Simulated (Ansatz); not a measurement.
# Rb2CS2 (element-swapped structure): how the settings move a single-point run

How sensitive is a single-point run of Rb2CS2 (element-swapped structure) to its settings? A reference run comes first, then four runs with altered input.

Computed with Ansatz 0.2.0 (reference: DFT PBE, plane waves, PAW, scalar-relativistic, no spin polarisation, unless a step's input says otherwise).

## (1) The starting structure

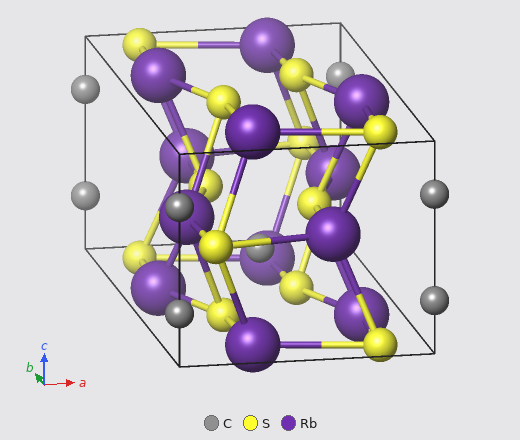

The starting structure, seen slightly off an axis (carbon grey, sulfur yellow, rubidium purple). Atoms on the faces are drawn again on the opposite ones. The cell drawn here is the conventional one.

Coordinates:

```cif
data_structure
_symmetry_space_group_name_H-M 'Ibam'
_symmetry_Int_Tables_number 72
_cell_length_a 7.4449
_cell_length_b 13.5193
_cell_length_c 6.2922
_cell_angle_alpha 90.000
_cell_angle_beta 90.000
_cell_angle_gamma 90.000
_cell_volume 633.30
loop_
_atom_site_label
_atom_site_type_symbol
_atom_site_symmetry_multiplicity
_atom_site_Wyckoff_symbol
_atom_site_fract_x
_atom_site_fract_y
_atom_site_fract_z
_atom_site_occupancy
C1 C 4 a 0.00000 0.00000 0.75000 1
S1 S 8 j 0.67790 0.40470 0.00000 1
Rb1 Rb 8 j 0.34280 0.15040 0.50000 1
```

## (2) Reference

The input, input.yaml:

```yaml
crystal:
  lattice:
    - [0.0, 0.0, 6.292187]
    - [7.444872, 0.0, 0.0]
    - [3.722436, 6.759638, -3.146094]
  atoms:
    - { symbol: C, position: [0.25, 0.0, 0.0] }
    - { symbol: C, position: [0.75, 0.0, 0.0] }
    - { symbol: S, position: [0.9047, 0.2732, 0.8094] }
    - { symbol: S, position: [0.0953, 0.7268, 0.1906] }
    - { symbol: S, position: [0.5953, 0.0826, 0.1906] }
    - { symbol: S, position: [0.4047, 0.9174, 0.8094] }
    - { symbol: Rb, position: [0.1504, 0.1924, 0.3008] }
    - { symbol: Rb, position: [0.8496, 0.8076, 0.6992] }
    - { symbol: Rb, position: [0.3496, 0.4932, 0.6992] }
    - { symbol: Rb, position: [0.6504, 0.5068, 0.3008] }
  symmetry: { tolerance: 0.0003 }
kpoints:
  mp_grid: { grid: [3, 3, 3], shift: [0, 0, 0] }
magnetization:
  spin_polarized: false
scf:
  occupations: { method: fermi_dirac }
hamiltonian:
  pseudopotentials: { kind: paw }
  xc: pbe
basis:
  ecutwfc: 420
output:
  forces: true
  stress: true
  eigenvalues: true
  write_density: true
  write_potential: true
  elf: true
  volumetric_format: npy
```

On the command line:

```console
$ ansatz run input.yaml --threads 1 --pin off --max-ram 2560MiB --backend cpu --events-out ev --progress --plain --runs-dir out
```

Standard output, cut to the lines that bear on the results:

```text
Warning: RAYON_NUM_THREADS=1 ignored (pool sized by the plan → 1); use --threads N
[...]
Pseudopotentials: kind: paw
Pseudopotential: C, paw, valence charge 4, recommended cutoff 420 eV (normal), C.paw.azcp
Pseudopotential: S, paw, valence charge 6, recommended cutoff 420 eV (normal), S.paw.azcp
Pseudopotential: Rb, paw, valence charge 9, recommended cutoff 420 eV (normal), Rb.paw.azcp
Functional definition: PBE
[...]
Crystal: 10 atoms, lattice volume = 316.652 Å³
Basis set: ecut = 420 eV, 6181 PW (Γ), exchange–correlation on 90×100×120 points (8 copies of the dense FFT grid, shifted against one another)
Bands: 44, of which v1, the nominal top of the filled ones, is band 34 counted from 1 (33 counted from 0)
Symmetry: 8 space group operations
Space group: Ibam (ITA 72), of the structure as read, at distance tolerance 2.0e-3 Å
k-points: 8 of 27
[...]
SCF iter   1: F=—  HF=-17176.597635 eV  |F-HF|=—  |Δ(HF+E_count)|=         —  Δρ=5.39e-3  dr2=1.38e-1  ethr=1.77e-3  ⟨swp⟩=8.9  Hψ=1553  notcnv=0
[...]
SCF iter   7: F=-17176.581481 eV  HF=-17176.581481 eV  |F-HF|=4.52e-8  |Δ(HF+E_count)|=   7.91e-7  Δρ=2.61e-6  dr2=3.01e-8  ethr=1.47e-10  ⟨swp⟩=13.0  Hψ=2764  notcnv=0
[...]
SCF converged after 7 iterations
Free energy (F): -17176.581481 eV
[...]
E sigma→0 (E₀):  -17176.580924 eV
Entropy (-TS):   -0.001115 eV (-0.111 meV/atom)
Fermi energy:    4.428540 eV
[...]
--- Forces (eV/Å), atoms counted from 1 ---
  atom   1  C      0.00000000    -0.00000000     0.00000000
  atom   2  C     -0.00000000     0.00000000    -0.00000000
  atom   3  S     -0.81102849     0.74743946    -0.00000003
  atom   4  S      0.81102849    -0.74743946     0.00000003
  atom   5  S     -0.81102849    -0.74743946     0.00000003
  atom   6  S      0.81102849     0.74743946    -0.00000003
  atom   7  Rb    -0.30767565    -0.29448966     0.00000001
  atom   8  Rb     0.30767565     0.29448966    -0.00000001
[...]
--- Stress (GPa, compression-positive) ---
       -4.486859       0.000000       0.000000
        0.000000      -4.017536       0.000000
        0.000000       0.000000      -3.673016
  P = ⅓ Tr σ = -4.0591 GPa (-40.591 kbar)
--- Band table (eV; the first three rows and the last of 8) ---
[...]
```

Wall time 9.3 s (1 thread of Arm Neoverse V2, shared host); peak memory 0.49 GiB.

## (3) Changing settings: occupations.method tetrahedron_uncorrected, n_extra_bands 16, lower_state_search light

input.yaml: that of step 2 with these lines changed.

```diff
@@ -22,3 +22,5 @@
 scf:
-  occupations: { method: fermi_dirac }
+  occupations: { method: tetrahedron_uncorrected }
+  n_extra_bands: 16
+  lower_state_search: light
 hamiltonian:
@@ -32,5 +34 @@
   eigenvalues: true
-  write_density: true
-  write_potential: true
-  elf: true
-  volumetric_format: npy
```

On the command line:

```console
$ ansatz run input.yaml --threads 1 --pin off --max-ram 2560MiB --backend cpu --events-out ev --progress --plain --runs-dir out
```

Standard output, cut to the lines that bear on the results:

```text
Warning: RAYON_NUM_THREADS=1 ignored (pool sized by the plan → 1); use --threads N
scf.n_extra_bands = 16 over 34 filled bands (N_el = 68.0): the run solves 50 bands
[...]
[... 5 set-up lines as earlier in the session ...]
[...]
Crystal: 10 atoms, lattice volume = 316.652 Å³
Basis set: ecut = 420 eV, 6181 PW (Γ), exchange–correlation on 90×100×120 points (8 copies of the dense FFT grid, shifted against one another)
Bands: 50, of which v1, the nominal top of the filled ones, is band 34 counted from 1 (33 counted from 0)
[... 2 set-up lines as earlier in the session ...]
[...]
SCF iter   7: F=-17176.581363 eV  HF=-17176.581363 eV  |F-HF|=2.87e-8  |Δ(HF+E_count)|=   5.80e-7  Δρ=2.21e-6  dr2=2.69e-8  ethr=1.47e-10  ⟨swp⟩=10.4  Hψ=2003  notcnv=0
[...]
SCF converged after 7 iterations
Free energy (F): -17176.581363 eV
[...]
E sigma→0 (E₀):  -17176.581363 eV
Fermi energy:    3.726306 eV
[...]
--- Forces (eV/Å), atoms counted from 1 ---
  atom   1  C      0.00000000    -0.00000000     0.00000000
  atom   2  C     -0.00000000     0.00000000    -0.00000000
  atom   3  S     -0.81094683     0.74734528    -0.00000003
  atom   4  S      0.81094683    -0.74734528     0.00000003
  atom   5  S     -0.81094683    -0.74734528     0.00000003
  atom   6  S      0.81094683     0.74734528    -0.00000003
  atom   7  Rb    -0.30766317    -0.29449412     0.00000001
  atom   8  Rb     0.30766317     0.29449412    -0.00000001
[...]
--- Stress (GPa, compression-positive) ---
       -4.486834       0.000000       0.000000
        0.000000      -4.017496       0.000000
        0.000000       0.000000      -3.673084
  P = ⅓ Tr σ = -4.0591 GPa (-40.591 kbar)
--- Band table (eV; the first three rows and the last of 8) ---
[...]
```

It took 7 s on 1 thread of Arm Neoverse V2, shared host; peak memory 0.5 GiB.

Changing the smearing, band count and search for lower states hardly moves the energy: 0.0 meV/atom.

## (4) Variant: xc lda, accuracy low

input.yaml: that of step 2 with these lines changed.

```diff
@@ -25,3 +25,3 @@
   pseudopotentials: { kind: paw }
-  xc: pbe
+  xc: lda
 basis:
@@ -32,5 +32,2 @@
   eigenvalues: true
-  write_density: true
-  write_potential: true
-  elf: true
-  volumetric_format: npy
+accuracy: low
```

On the command line:

```console
$ ansatz run input.yaml --threads 1 --pin off --max-ram 2560MiB --backend cpu --events-out ev --progress --plain --runs-dir out
```

Standard output:

```text
Warning: RAYON_NUM_THREADS=1 ignored (pool sized by the plan → 1); use --threads N
Engine: ansatz 0.2.0, aarch64-unknown-linux-gnu
[... 4 set-up lines as earlier in the session ...]
Functional definition: SPW92
  exchange = slater_x
  correlation = pw_c
Crystal: 10 atoms, lattice volume = 316.652 Å³
Basis set: ecut = 420 eV, 6181 PW (Γ)
Bands: 44, of which v1, the nominal top of the filled ones, is band 34 counted from 1 (33 counted from 0)
[... 2 set-up lines as earlier in the session ...]
k-points: 8 of 27
Non-local potential: C, projectors of the file, l = 0: 2, l = 1: 2, l = 2: 1
Non-local potential: S, projectors of the file, l = 0: 2, l = 1: 2, l = 2: 2
Non-local potential: Rb, projectors of the file, l = 0: 3, l = 1: 2, l = 2: 2
PAW form: soft (Blöchl's): semilocal exchange-correlation on the pseudo side does not see the compensation charge
PAW frozen core: C, regenerated for the run's functional, and the local potential with it (the file was generated under x = pbe(κ = 0.804, μ = 0.2195149727645171), c = pbe(β = 0.06672455060314922))
PAW frozen core: S, regenerated for the run's functional, and the local potential with it (the file was generated under x = pbe(κ = 0.804, μ = 0.2195149727645171), c = pbe(β = 0.06672455060314922))
PAW frozen core: Rb, regenerated for the run's functional, and the local potential with it (the file was generated under x = pbe(κ = 0.804, μ = 0.2195149727645171), c = pbe(β = 0.06672455060314922))
PAW one-centre angular grid: C, 110 points (default); XC on 64 Gauss nodes
PAW one-centre angular grid: S, 110 points (default); XC on 64 Gauss nodes
PAW one-centre angular grid: Rb, 110 points (default); XC on 64 Gauss nodes
Initial density: superposition of atomic densities (neutral atoms: chi_scale 0, normalization atom), corrected by the library's trained network
Initial wavefunctions: pseudopotential atomic-orbital guess
Functional: x = slater, c = lda
SCF iter   1: F=—  HF=-16643.440578 eV  |F-HF|=—  |Δ(HF+E_count)|=         —  Δρ=7.17e-3  dr2=2.29e-1  ethr=1.77e-3  ⟨swp⟩=8.8  Hψ=1572  notcnv=0
preconditioner: auto → Resta (q_TF=auto, 2.111 Å⁻¹)  ε∞=3.6  [insulator: Δε(μ)=1.291 eV  Ē_g=9.938 eV  σ=0.100 eV  W_gap=1.00  n_scr=48 (ndim 8)  ℏωp=16.2 eV  f_vac=0.054  D(μ)=0.02/eV (n_scr^D=0)  ε∞_Penn≈3.6]
SCF iter   2: F=—  HF=-16643.412379 eV  |F-HF|=—  |Δ(HF+E_count)|=   2.82e-2  Δρ=4.22e-3  dr2=8.71e-2  ethr=3.37e-4  ⟨swp⟩=2.2  Hψ=579  notcnv=0
SCF iter   3: F=—  HF=-16643.400954 eV  |F-HF|=—  |Δ(HF+E_count)|=   1.14e-2  Δρ=2.11e-3  dr2=1.46e-2  ethr=1.28e-4  ⟨swp⟩=2.0  Hψ=386  notcnv=0
SCF iter   4: F=—  HF=-16643.398579 eV  |F-HF|=—  |Δ(HF+E_count)|=   2.37e-3  Δρ=6.92e-4  dr2=1.70e-3  ethr=2.15e-5  ⟨swp⟩=1.0  Hψ=352  notcnv=0
SCF iter   5: F=—  HF=-16643.398344 eV  |F-HF|=—  |Δ(HF+E_count)|=   2.35e-4  Δρ=1.19e-4  dr2=6.57e-5  ethr=2.49e-6  ⟨swp⟩=2.0  Hψ=400  notcnv=0
SCF iter   6: F=—  HF=-16643.398361 eV  |F-HF|=—  |Δ(HF+E_count)|=   1.71e-5  Δρ=1.98e-5  dr2=2.15e-6  ethr=9.66e-8  ⟨swp⟩=2.6  Hψ=560  notcnv=0
SCF iter   7: F=-16643.398363 eV  HF=-16643.398363 eV  |F-HF|=6.80e-8  |Δ(HF+E_count)|=   1.60e-6  Δρ=4.34e-6  dr2=9.89e-8  ethr=1.47e-10  ⟨swp⟩=6.0  Hψ=1792  notcnv=0
SCF 1 converged in 7 iterations: F = -16643.398363 eV  dr2 = 9.89e-8
SCF converged after 7 iterations
Free energy (F): -16643.398363 eV
Harris-Foulkes:  -16643.398363 eV  (|F-HF|=6.80e-8)
Internal energy: -16643.396488 eV  (E = F + TS)
E sigma→0 (E₀):  -16643.397425 eV
Entropy (-TS):   -0.001875 eV (-0.188 meV/atom)
Fermi energy:    4.079121 eV
--- Per-component energies (eV) ---
  E_band       = -420.257324
  E_kinetic    = 1326.940688
  E_local      = -3062.472781  (includes V_loc(G=0)·N_el)
  E_nonlocal   = 886.212839
  E_hartree    = 806.755577
  E_xc         = -981.882304
  E_vxc        = -995.700366  (∫ρ·V_xc dr)
  E_paw        = -12546.522456  (= ΣΔE_a)
  E_vpaw       = -188.754232  (= ΣTr[D̂ρ^β])
  E_aug_tail   = -0.000001  (compensation charges beyond the density's cutoff)
  E_ewald      = -3074.251541
  E_core_change = 1.823492  (= ΣΔE_core)
  E_smearing   = -0.001875  (= −TS)
  E_closure    = 0.000000  (closes the sum)
  Σ components = -16643.398363   (vs F -16643.398363, Δ=0.00e0)
--- Forces (eV/Å), atoms counted from 1 ---
  atom   1  C      0.00000000    -0.00000000     0.00000000
  atom   2  C     -0.00000000     0.00000000    -0.00000000
  atom   3  S     -0.95069273     0.90751413    -0.00000003
  atom   4  S      0.95069273    -0.90751413     0.00000003
  atom   5  S     -0.95069273    -0.90751413     0.00000003
  atom   6  S      0.95069273     0.90751413    -0.00000003
  atom   7  Rb    -0.34716420    -0.32127390     0.00000001
  atom   8  Rb     0.34716420     0.32127390    -0.00000001
  atom   9  Rb    -0.34716420     0.32127390    -0.00000001
  atom  10  Rb     0.34716420    -0.32127390     0.00000001
  max |Σ_I F_I| component: 2.78e-16 eV/Å
--- Stress (GPa, compression-positive) ---
       -6.741607       0.000000       0.000000
        0.000000      -6.428156       0.000000
        0.000000       0.000000      -6.348155
  P = ⅓ Tr σ = -6.5060 GPa (-65.060 kbar)
--- Band table (eV; the first three rows and the last of 8) ---
  k-point 0: bands = ["-23.6065", "-23.5880", "-23.5642", "-23.5586", "-9.1004", "-8.1923", "-8.1513", "-7.9512", "-7.9273", "-7.8706", "-7.8283", "-7.8123", "-7.6538", "-7.6466", "-7.6370", "-7.5794", "-7.5408", "-7.4799", "-7.4125", "-7.1846", "-5.2709", "-4.2801", "-0.3611", "0.5154", "0.6180", "0.7276", "0.9004", "1.8183", "1.8327", "2.1485", "2.2408", "2.3586", "3.0187", "3.0830", "4.8441", "5.1221", "5.2916", "5.5483", "5.5701", "5.6788", "5.8208", "7.1644", "7.3806", "7.6788"]
  k-point 1: bands = ["-23.6042", "-23.5902", "-23.5638", "-23.5592", "-9.1676", "-8.0957", "-8.0234", "-8.0007", "-7.9791", "-7.8432", "-7.8210", "-7.7192", "-7.6362", "-7.6134", "-7.5925", "-7.5903", "-7.5542", "-7.5510", "-7.4588", "-7.3458", "-5.2656", "-4.2553", "-0.3292", "0.5007", "0.6028", "0.8470", "0.9031", "1.6059", "1.7960", "1.8126", "2.1788", "2.5189", "3.1013", "3.3610", "4.8745", "5.0901", "5.1527", "5.6267", "5.6761", "5.7649", "6.2872", "6.7381", "6.9365", "7.7529"]
  k-point 2: bands = ["-23.6024", "-23.5929", "-23.5624", "-23.5597", "-9.1686", "-8.1729", "-8.1025", "-8.0082", "-7.9356", "-7.8858", "-7.7736", "-7.7568", "-7.6817", "-7.6255", "-7.5861", "-7.5648", "-7.5389", "-7.4563", "-7.3975", "-7.2858", "-5.2666", "-4.2712", "-0.4234", "0.5095", "0.5980", "0.7816", "0.8475", "1.7536", "1.7818", "1.8327", "2.1290", "2.4641", "3.0789", "3.3465", "5.0016", "5.0532", "5.1407", "5.5491", "5.5581", "5.6424", "6.4161", "7.3073", "7.3813", "7.7002"]
  k-point 7: bands = ["-23.5906", "-23.5862", "-23.5708", "-23.5695", "-9.0150", "-8.5098", "-8.2816", "-8.2171", "-7.8453", "-7.7230", "-7.7007", "-7.6821", "-7.6222", "-7.6041", "-7.5727", "-7.5682", "-7.5402", "-7.4864", "-7.3534", "-7.3039", "-4.9096", "-4.4062", "0.0259", "0.1395", "0.1634", "1.0574", "1.1388", "1.1537", "1.8274", "2.1650", "2.2656", "2.2676", "2.9226", "3.2476", "4.8897", "5.0544", "5.1860", "5.2940", "5.4505", "5.7756", "7.0687", "7.2352", "7.3004", "7.4231"]
```

It took 6.8 s on 1 thread of Arm Neoverse V2, shared host; peak memory 0.45 GiB.

A change of functional puts the total energy on another scale; the pressure goes from -4.1 to -6.5 GPa, the gap on the mesh goes from 1.46 to 1.30 eV and the largest force goes from 1.10 to 1.31 eV/Å. The accuracy level changed too.

## (5) Changed: symmetry.detect false, mixing.algorithm msr1, mixing.beta 0.9, accuracy low, tolerance left out

input.yaml: that of step 2 with these lines changed.

```diff
@@ -16,3 +16,3 @@
     - { symbol: Rb, position: [0.6504, 0.5068, 0.3008] }
-  symmetry: { tolerance: 0.0003 }
+  symmetry: { detect: false }
 kpoints:
@@ -23,2 +23,3 @@
   occupations: { method: fermi_dirac }
+  mixing: { algorithm: msr1, beta: 0.9 }
 hamiltonian:
@@ -36 +37,2 @@
   volumetric_format: npy
+accuracy: low
```

On the command line:

```console
$ ansatz run input.yaml --threads 1 --pin off --max-ram 2560MiB --backend cpu --events-out ev --progress --plain --runs-dir out
```

Standard output, cut to the lines that bear on the results:

```text
Warning: RAYON_NUM_THREADS=1 ignored (pool sized by the plan → 1); use --threads N
[...]
[... 5 set-up lines as earlier in the session ...]
[...]
Crystal: 10 atoms, lattice volume = 316.652 Å³
Basis set: ecut = 420 eV, 6181 PW (Γ), exchange–correlation on 90×100×120 points (8 copies of the dense FFT grid, shifted against one another)
Bands: 44, of which v1, the nominal top of the filled ones, is band 34 counted from 1 (33 counted from 0)
Symmetry: 1 space group operations
k-points: 14 of 27 (time reversal used)
[...]
SCF converged after 9 iterations
Free energy (F): -17176.581481 eV
[...]
E sigma→0 (E₀):  -17176.580924 eV
Entropy (-TS):   -0.001115 eV (-0.111 meV/atom)
Fermi energy:    4.428553 eV
[...]
--- Forces (eV/Å), atoms counted from 1 ---
  atom   1  C     -0.00006000    -0.00003998     0.00006247
  atom   2  C     -0.00006124    -0.00003968    -0.00006244
  atom   3  S     -0.81101057     0.74740239     0.00000014
  atom   4  S      0.81100939    -0.74743672    -0.00000085
  atom   5  S     -0.81101070    -0.74741673    -0.00000008
  atom   6  S      0.81109351     0.74750159     0.00000075
  atom   7  Rb    -0.30766236    -0.29451320    -0.00000074
  atom   8  Rb     0.30763322     0.29446618    -0.00000081
[...]
--- Stress (GPa, compression-positive) ---
       -4.486861      -0.000065       0.000000
       -0.000065      -4.017556      -0.000001
        0.000000      -0.000001      -3.673089
  P = ⅓ Tr σ = -4.0592 GPa (-40.592 kbar)
--- Band table (eV; the first three rows and the last of 14) ---
[...]
```

It took 26 s on 1 thread of Arm Neoverse V2, shared host; peak memory 0.49 GiB.

The changed input (use of symmetry, mixing and accuracy level) leaves the energy the same to the digits printed. Cost: 9 SCF cycles against 7, 26 s against 9.3 s.

## (6) Changing settings: occupations.method gaussian, occupations.width 0.2, preconditioner kerker

input.yaml: that of step 2 with these lines changed.

```diff
@@ -22,3 +22,4 @@
 scf:
-  occupations: { method: fermi_dirac }
+  occupations: { method: gaussian, width: 0.2 }
+  mixing: { preconditioner: kerker }
 hamiltonian:
```

On the command line:

```console
$ ansatz run input.yaml --threads 1 --pin off --max-ram 2560MiB --backend cpu --events-out ev --progress --plain --runs-dir out
```

Standard output, cut to the lines that bear on the results:

```text
Warning: RAYON_NUM_THREADS=1 ignored (pool sized by the plan → 1); use --threads N
[...]
[... 5 set-up lines as earlier in the session ...]
[...]
Crystal: 10 atoms, lattice volume = 316.652 Å³
Basis set: ecut = 420 eV, 6181 PW (Γ), exchange–correlation on 90×100×120 points (8 copies of the dense FFT grid, shifted against one another)
Bands: 44, of which v1, the nominal top of the filled ones, is band 34 counted from 1 (33 counted from 0)
[... 2 set-up lines as earlier in the session ...]
k-points: 8 of 27
[...]
SCF converged after 8 iterations
Free energy (F): -17176.581363 eV
[...]
E sigma→0 (E₀):  -17176.581363 eV
Entropy (-TS):   -0.000000 eV (-0.000 meV/atom)
Fermi energy:    4.447276 eV
[...]
--- Forces (eV/Å), atoms counted from 1 ---
  atom   1  C      0.00000000    -0.00000000     0.00000000
  atom   2  C     -0.00000000     0.00000000    -0.00000000
  atom   3  S     -0.81093961     0.74734361    -0.00000003
  atom   4  S      0.81093961    -0.74734361     0.00000003
  atom   5  S     -0.81093961    -0.74734361     0.00000003
  atom   6  S      0.81093961     0.74734361    -0.00000003
  atom   7  Rb    -0.30761137    -0.29456865     0.00000001
  atom   8  Rb     0.30761137     0.29456865    -0.00000001
[...]
--- Stress (GPa, compression-positive) ---
       -4.486765       0.000000       0.000000
        0.000000      -4.017560       0.000000
        0.000000       0.000000      -3.673161
  P = ⅓ Tr σ = -4.0592 GPa (-40.592 kbar)
--- Band table (eV; the first three rows and the last of 8) ---
[...]
```

It took 9 s on 1 thread of Arm Neoverse V2, shared host; peak memory 0.49 GiB.

Changing the smearing and mixing leaves the energy as it was (0.0 meV/atom). Cost: 8 SCF cycles against 7.

## (7) All runs together

| run | ending | energy change | pressure (GPa) | gap (eV) | force (eV/Å) | cycles | time |
| --- | --- | --- | --- | --- | --- | --- | --- |
| reference | converged | 0 | -4.1 | 1.46 | 1.10 | 7 | 9.3 s |
| 1: occupations.method tetrahedron_uncorrected, n_extra_bands 16, lower_state_search light | converged | 0.0 meV/atom (σ→0) | -4.1 | 1.46 | 1.10 | 7 | 7 s |
| 2: xc lda, accuracy low | converged | not comparable | -6.5 | 1.30 | 1.31 | 7 | 6.8 s |
| 3: symmetry.detect false, mixing.algorithm msr1, mixing.beta 0.9, accuracy low, tolerance left out | converged | 0.0 meV/atom | -4.1 | 1.46 | 1.10 | 9 | 26 s |
| 4: occupations.method gaussian, occupations.width 0.2, preconditioner kerker | converged | 0.0 meV/atom (σ→0) | -4.1 | 1.46 | 1.10 | 8 | 9 s |

Times don't compare one to one where runs were asked for different outputs or read a saved state (see the inputs); cycles may leave out searches for a lower state.

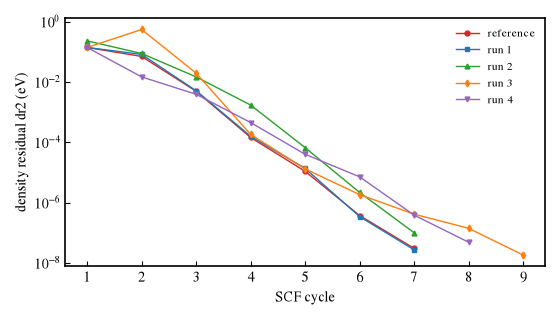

Residual by cycle in the longest SCF loop of each run; runs are numbered as in the table.

Of the converged runs whose energies compare with the reference's, none moves it noticeably.

The reference is no final answer either: the structure is made up and not relaxed.

These are semilocal Kohn-Sham gaps, which aren't the measured quantity. Such gaps usually fall short of the measured ones.
